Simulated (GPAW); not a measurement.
Two runs for the Zn K edge of atom 1 in MnZn (Pm-3m). Run A: GPAW, LDA, excited-electron core hole (neutral cell), 18-atom cell with 6.9 Å between holes, 3×3×3 k points, dipole transitions, Gaussian full width 1.67 eV up to 4 eV, rising linearly to 3.5 eV at 25 eV. Run B differs in one choice.

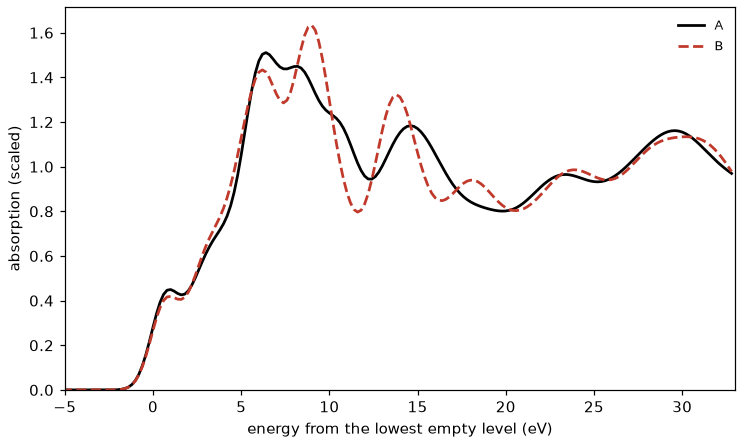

Energy from the lowest empty level; intensity scaled to a mean of 1 over the first 20 eV.

Q: What was changed?
a) the plane-wave cutoff
b) the volume of the cell
c) the broadening
d) the size of the supercell

(d): run B changes the supercell atoms from 18 to 6, and the k mesh follows the cell. Against the first run the r.m.s. difference is 10 %. Another feature, at 9.0 eV (1.63), becomes the highest below 24 eV; the one at 6.4 eV (1.51) is now at 6.2 eV (1.43). Other settings could leave a like mark; this is the one that was changed.

[Hosts, paths, dates, database ids (printed as entryN), source tags and the programs' standing remarks are cut or masked in the printed files.]

[Lists of maxima count a maximum above −3 eV only where it reaches 4 % of the highest in the window and stands out from its surroundings by 2 % of it (1.5 % where it reaches 55 %); shoulders and weaker maxima are passed over, and of the rest the first, up to two pre-edge ones and the few strongest are named.]
